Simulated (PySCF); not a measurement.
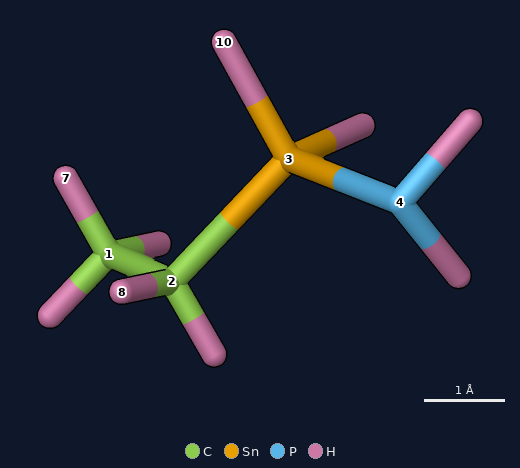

Fig. 1: The starting structure (stick view, seen at a tilt; atoms are numbered from 1 in the order of the input). Sticks mark near contacts.

Run report: C2H9PSn, geometry relaxation

- system: C2H9PSn
- method: PBE0-D3(BJ)/def2-SVP geometry optimisation, gas phase (PySCF 2.14.0)

## Output
```
step   0  E = -636.86871013  max force = 0.025958
step   1  E = -636.87525189  max force = 0.006267
step   2  E = -636.87586938  max force = 0.002530
step   3  E = -636.87590676  max force = 0.000585
step   4  E = -636.87591159  max force = 0.000170
optimisation converged
```

## Trajectory as extended XYZ (Å, eV, eV/Å), 5 frames, from step=0 to step=4
```
13
Properties=species:S:1:pos:R:3:forces:R:3 step=0 energy=-17330.08031
C    -2.1010   -0.2789   -0.5401   -0.7878   1.0597  -0.3191
C    -0.8029   -0.8281   -0.0906    0.9177   0.6325   0.4316
Sn    0.7261    0.7062    0.2181   -0.0542  -0.2553   0.2358
P     2.9836   -0.1998    0.9915   -1.3172  -0.8412   1.3259
H    -2.8531   -1.0623   -0.6644   -0.2654  -0.2215  -0.0185
H    -2.0259    0.2546   -1.5043    0.0022  -0.0931   0.0148
H    -2.4985    0.4595    0.1767   -0.1247  -0.0772  -0.0017
H    -0.9029   -1.3515    0.8476   -0.0100  -0.3913   0.7096
H    -0.4240   -1.5307   -0.8017    0.5510  -0.7920  -0.7387
H     0.1935    1.8050    1.4048   -0.1112   0.0567   0.3450
H     0.8271    1.7072   -1.1449    0.1395   0.0864  -0.4858
H     3.6260    0.9871    0.7764    0.6851   1.3348  -0.2765
H     3.2578   -0.6851   -0.2632    0.3750  -0.4984  -1.2225
13
Properties=species:S:1:pos:R:3:forces:R:3 step=1 energy=-17330.25833
C    -2.0825   -0.3699   -0.3188    0.1055  -0.0986   0.0374
C    -0.7245   -0.8959    0.1388   -0.1752  -0.1895  -0.0969
Sn    0.7402    0.6677    0.3821   -0.0085   0.2243  -0.1237
P     2.9544   -0.4064    0.9439    0.2409   0.1990  -0.2970
H    -2.8159   -1.1847   -0.4360   -0.0012  -0.0092   0.0045
H    -2.0123    0.1447   -1.2884   -0.0106   0.0303  -0.0505
H    -2.5062    0.3463    0.4007   -0.0286   0.0351   0.0356
H    -0.8065   -1.4282    1.1029    0.0265   0.0776  -0.0492
H    -0.3180   -1.6297   -0.5839   -0.0337   0.1517   0.0967
H     0.2642    1.7209    1.6798    0.1073  -0.1468  -0.1748
H     0.8516    1.6010   -1.0877   -0.0376  -0.1348   0.2520
H     3.6621    0.8334    0.7155   -0.0872  -0.3039   0.0434
H     3.1759   -0.8764   -0.4087   -0.0976   0.1649   0.3223
13
Properties=species:S:1:pos:R:3:forces:R:3 step=2 energy=-17330.27513
C    -2.0945   -0.3709   -0.3170    0.0509   0.0015   0.0154
C    -0.7353   -0.8935    0.1326   -0.0491  -0.0177  -0.0267
Sn    0.7482    0.6660    0.3711    0.0038  -0.1301  -0.0174
P     2.9684   -0.3992    0.9469    0.0188   0.0475  -0.0540
H    -2.8258   -1.1888   -0.4273    0.0005  -0.0031   0.0022
H    -2.0341    0.1432   -1.2896   -0.0088   0.0015   0.0035
H    -2.5173    0.3460    0.4051   -0.0055  -0.0006  -0.0038
H    -0.8094   -1.4203    1.0976    0.0155   0.0237   0.0035
H    -0.3314   -1.6220   -0.5895    0.0068   0.0289   0.0066
H     0.2949    1.7061    1.6547   -0.0055   0.0480   0.0731
H     0.8520    1.5919   -1.0708    0.0005   0.0373  -0.0612
H     3.6945    0.8155    0.7236   -0.0196  -0.0491   0.0130
H     3.1722   -0.8512   -0.3975   -0.0082   0.0120   0.0461
13
Properties=species:S:1:pos:R:3:forces:R:3 step=3 energy=-17330.27615
C    -2.0957   -0.3691   -0.3142    0.0133   0.0005   0.0065
C    -0.7363   -0.8917    0.1306   -0.0301  -0.0050  -0.0087
Sn    0.7489    0.6631    0.3666    0.0039   0.0011   0.0036
P     2.9670   -0.4021    0.9452   -0.0105   0.0054   0.0039
H    -2.8263   -1.1882   -0.4220   -0.0027   0.0012   0.0001
H    -2.0401    0.1452   -1.2870   -0.0024  -0.0004   0.0040
H    -2.5176    0.3470    0.4091   -0.0003  -0.0020  -0.0016
H    -0.8055   -1.4165    1.0966    0.0062   0.0055   0.0060
H    -0.3327   -1.6181   -0.5927    0.0056   0.0022  -0.0060
H     0.3019    1.7065    1.6587    0.0110  -0.0031   0.0001
H     0.8512    1.5930   -1.0790   -0.0021   0.0025  -0.0023
H     3.6970    0.8073    0.7244    0.0019   0.0030   0.0030
H     3.1706   -0.8538   -0.3963    0.0061  -0.0108  -0.0087
13
Properties=species:S:1:pos:R:3:forces:R:3 step=4 energy=-17330.27628
C    -2.0981   -0.3671   -0.3111    0.0005  -0.0007   0.0029
C    -0.7381   -0.8904    0.1294   -0.0069   0.0028  -0.0010
Sn    0.7506    0.6623    0.3634   -0.0024   0.0086  -0.0042
P     2.9667   -0.4054    0.9428   -0.0087  -0.0054   0.0059
H    -2.8294   -1.1858   -0.4174   -0.0015   0.0014   0.0003
H    -2.0455    0.1478   -1.2836   -0.0002   0.0012   0.0007
H    -2.5181    0.3486    0.4137    0.0003   0.0004   0.0017
H    -0.8039   -1.4146    1.0960    0.0030   0.0001   0.0021
H    -0.3359   -1.6159   -0.5955    0.0014  -0.0007  -0.0031
H     0.3103    1.7058    1.6581    0.0075  -0.0039  -0.0029
H     0.8517    1.5940   -1.0821   -0.0016  -0.0036   0.0063
H     3.6988    0.8029    0.7238    0.0034   0.0059  -0.0008
H     3.1732   -0.8596   -0.3974    0.0053  -0.0063  -0.0078
```

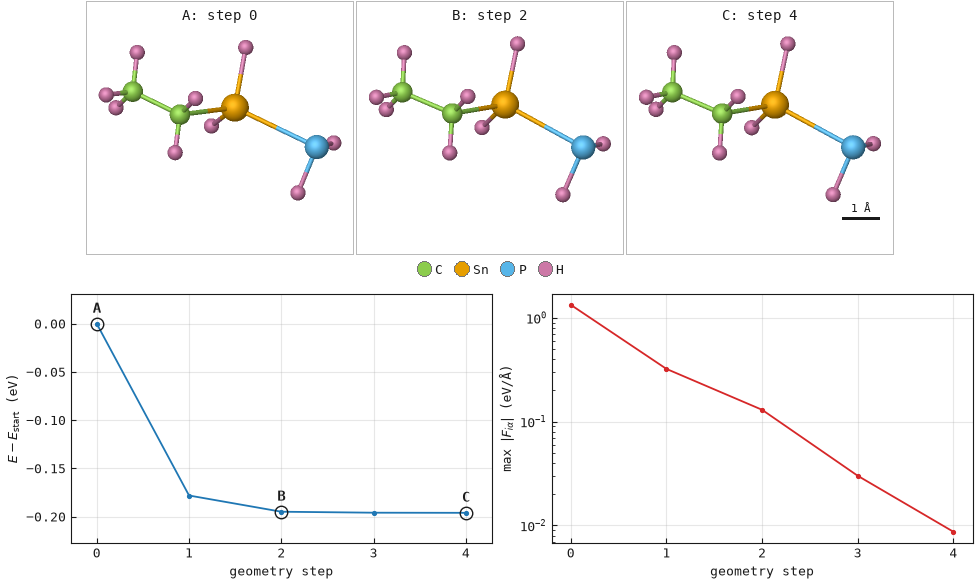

Fig. 2: Frames of the relaxation (ball-and-stick view, seen at a tilt) above the curves, on which the letters mark them (steps are counted from 0).

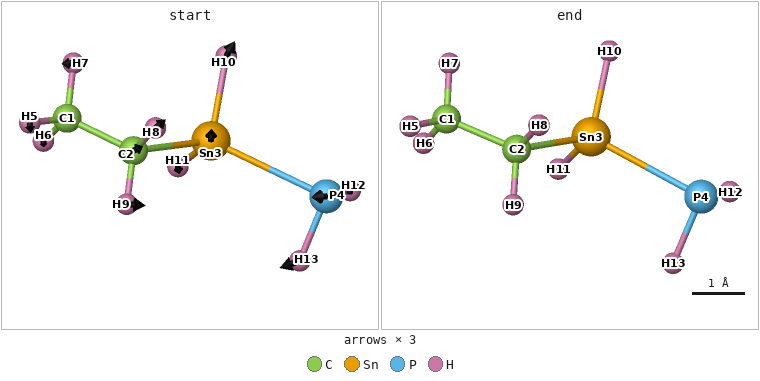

Fig. 3: Before (left) and after (right) the relaxation, at one scale (ball-and-stick view, seen at a tilt). The black arrows give the displacements, magnified 3 times. H13 moves most after the best rigid fit: 0.14 Å. Largest moves by element: H 0.14 Å, P 0.12 Å, Sn 0.09 Å, C 0.07 Å. Distances before and after: P4–H12 1.367 → 1.430 Å, C1–C2 1.479 → 1.522 Å, C2–H9 1.069 → 1.102 Å, Sn3–H11 1.694 → 1.723 Å. Among the angles that change: H10–Sn3–H11 101.4° → 108.6°, C2–Sn3–P4 114.3° → 109.0°. After 4 geometry steps the energy has fallen by 0.196 eV. The largest force component goes from 1.3 to 0.0087 eV/Å. (Atoms are counted from 1 in the order of the input.)

The run was set up as follows.

## The input
```
{"job": {"xc": "PBE0", "basis": "def2-SVP", "d3": "d3bj", "grid": 1, "maxiter": 30, "shake": 0.01, "kind": "geom"}, "charge": 0, "multiplicity": 1}
C     -2.100990    -0.278870    -0.540130
C     -0.802930    -0.828090    -0.090610
Sn     0.726090     0.706230     0.218120
P      2.983630    -0.199810     0.991530
H     -2.853060    -1.062260    -0.664390
H     -2.025850     0.254580    -1.504320
H     -2.498460     0.459450     0.176680
H     -0.902900    -1.351540     0.847640
H     -0.424050    -1.530670    -0.801660
H      0.193470     1.804980     1.404800
H      0.827100     1.707180    -1.144910
H      3.626010     0.987060     0.776380
H      3.257750    -0.685110    -0.263210
```

The first line tells a small driver script what to run in PySCF; the rest is the geometry in Å.

Launched with:
```bash
OMP_NUM_THREADS=1 python <driver script> task.json out
```

## Key numbers

```json
{"quantity": "outcome", "value": "converged"}
{"quantity": "total energy", "value": "−636.875912 hartree"}
{"quantity": "dipole moment", "value": "1.18 D"}
{"quantity": "point group", "value": "C1"}
{"quantity": "hardware", "value": "1 CPU thread, shared host"}
{"quantity": "wall time", "value": "30 s"}
{"quantity": "peak memory", "value": "0.49 GiB"}
```
